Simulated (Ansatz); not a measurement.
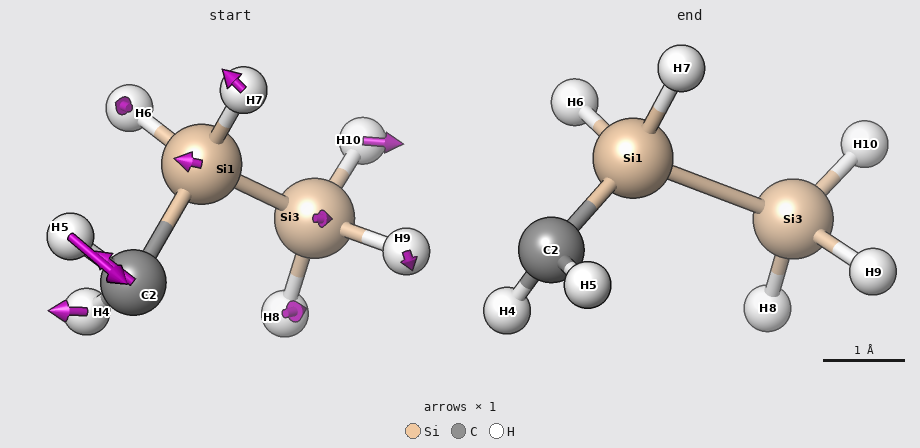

The structure of CH7Si2 (charge −1) before (left) and after (right) a relaxation, at one scale. The purple arrows give the displacements, at their true length.

Style: ball-and-stick. Shown at a tilt.

It is one of the separated reactants of a reaction.

The calculation used RKS PBE-D4/def2-SVPD (Ansatz). Set-up: force threshold 0.03 eV/Å; at most 250 steps.

Summarise the run.

Answer. H5 moves most after the best rigid fit: 1.05 Å. Largest moves by element: H 1.05 Å, C 0.66 Å, Si 0.37 Å. Among the contacts that change: Si1–Si3 1.843 → 2.445 Å, Si1–C2 1.984 → 1.794 Å, Si1–H6 1.420 → 1.526 Å, C2–H4 1.060 → 1.109 Å. Among the angles between lasting bonds that change: Si1–C2–H4 96.1° → 116.5°, Si1–C2–H5 96.6° → 116.5°, H4–C2–H5 94.3° → 111.8°. After 18 accepted moves (23 points after the start) the energy has fallen by 82.8 kcal/mol. Largest force component: 9.6 eV/Å at the start, 0.0054 eV/Å at the end. The line search rejected the trial steps at points 3, 7, 9, 15, 20 of the run. The forces were under the threshold at step 10, but the run went on from there. Cost: 50 s on 2 threads of Arm Neoverse V2, on a shared host.
